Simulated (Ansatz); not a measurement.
```cif
data_structure
_symmetry_space_group_name_H-M 'P 1'
_symmetry_Int_Tables_number 1
_cell_length_a 4.6149
_cell_length_b 4.6149
_cell_length_c 4.6149
_cell_angle_alpha 90.000
_cell_angle_beta 90.000
_cell_angle_gamma 90.000
_cell_volume 98.28
loop_
_atom_site_label
_atom_site_type_symbol
_atom_site_fract_x
_atom_site_fract_y
_atom_site_fract_z
_atom_site_occupancy
Sb1 Sb 0.00000 0.00000 0.00000 1
Ru1 Ru 0.50000 0.50000 0.50000 1
S1 S 0.00000 0.50000 0.50000 1
S2 S 0.50000 0.00000 0.50000 1
S3 S 0.50000 0.50000 0.00000 1
```

Space group Pm-3m; started from the cubic perovskite_221 prototype, which need not be the ambient phase; the program warned that a starting moment wasn't kept; spin-polarised, but the moments vanished.

The calculation used Ansatz, DFT r2SCAN, scalar-relativistic, plane waves, PAW.

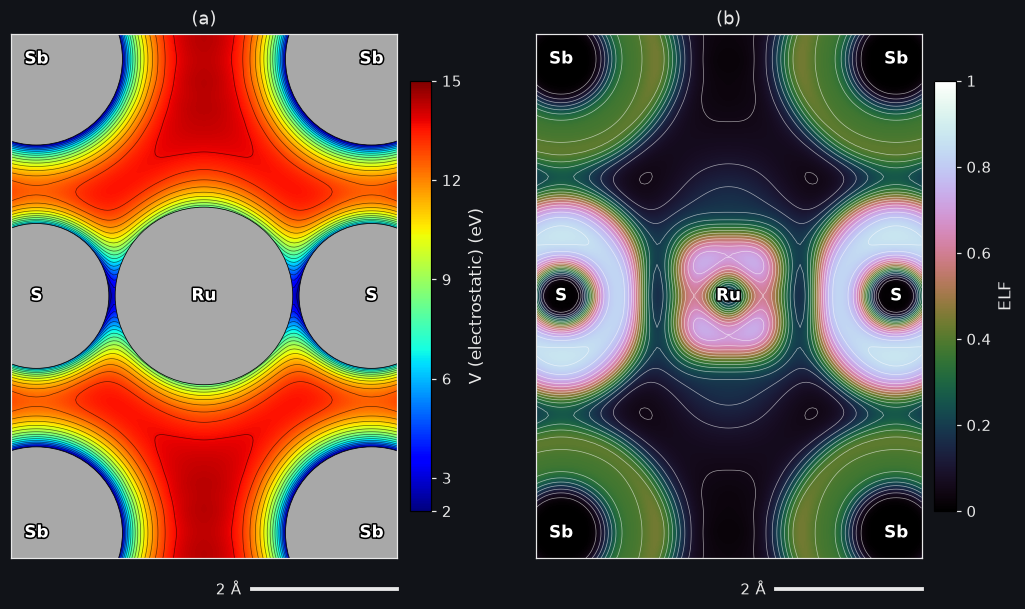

SbRuS₃. (a) electrostatic potential energy of an electron; (b) electron localisation function on the (101) plane of the conventional cell. Grey discs cover the atomic cores in the potential map.

In a PAW calculation such maps are meaningful between the atoms, not at the nuclei.

Describe what can be read from this map.

- The section cuts through Sb, Ru and S sites.
- Ru–S (2.31 Å): the ELF peaks at about 0.85 in the valence shell of S, 0.8 Å from its nucleus, and is about 0.35 at the midpoint.
- Sb–S (3.26 Å): the ELF is about 0.25 at the midpoint (no shared electron pair shows on this line).
- The features right at Ru lie inside the PAW spheres, where the map follows smoothed inner orbitals and isn't to be read closely.
- Outside the cores the potential energy rises away from the atoms and is highest about 2.1 Å from the nearest atoms; its zero is arbitrary.
